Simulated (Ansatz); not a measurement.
TiO2 (anatase)

```
CELL_PARAMETERS angstrom
     -1.88893     1.88893     4.79189
      1.88893    -1.88893     4.79189
      1.88893     1.88893    -4.79189
ATOMIC_POSITIONS crystal
  Ti 0.50000 0.50000 0.00000
  Ti 0.25000 0.75000 0.50000
  O  0.29273 0.29273 0.00000
  O  0.04273 0.54273 0.50000
  O  0.45727 0.95727 0.50000
  O  0.70727 0.70727 0.00000
```

The volume is varied about the relaxed value V₀ at fixed cell shape. The atoms relax within the cell's symmetry.

All values below come from r2SCAN (plane waves to 500 eV, PAW, scalar-relativistic; Ansatz, a quantum-chemistry and plane-wave program). k mesh 12×12×12 (Γ-centred), Fermi-Dirac smearing 0.05 eV. E stands for the smeared free energy. With the shape held, the modulus is that of even scaling; a crystal free to change shape is softer. TiO2 is run without spin polarisation. TiO2 was relaxed with its symmetry unable to fall. ΔE is measured from the relaxed starting cell.

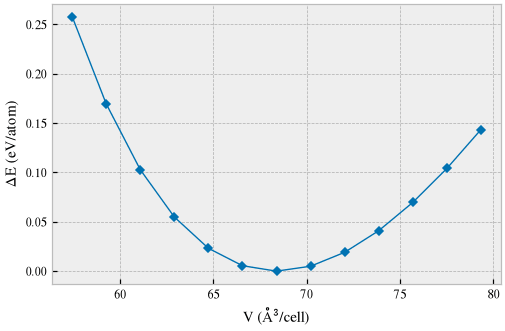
Figure: ΔE (eV/atom) against V (Å³/cell); computed points joined by lines.

The pressure for 5 % compression (fit) is 11.9 GPa. The energy cost of the largest expansion is 143.4 meV/atom, the bulk modulus at fixed cell shape B₀ (third-order Birch-Murnaghan fit) is 206 GPa and the pressure at the smallest volume is 52.9 GPa. The energy cost of the largest compression is 258.0 meV/atom.

P = (3B₀/2)(x⁷ − x⁵)[1 + ¾(B₀′ − 4)(x² − 1)] with x = (1/0.95)^(1/3), B₀ = 206 GPa and B₀′ = 4.44.

(Under strain, the slope of the energy per volume gives the stress and its curvature an elastic modulus.)
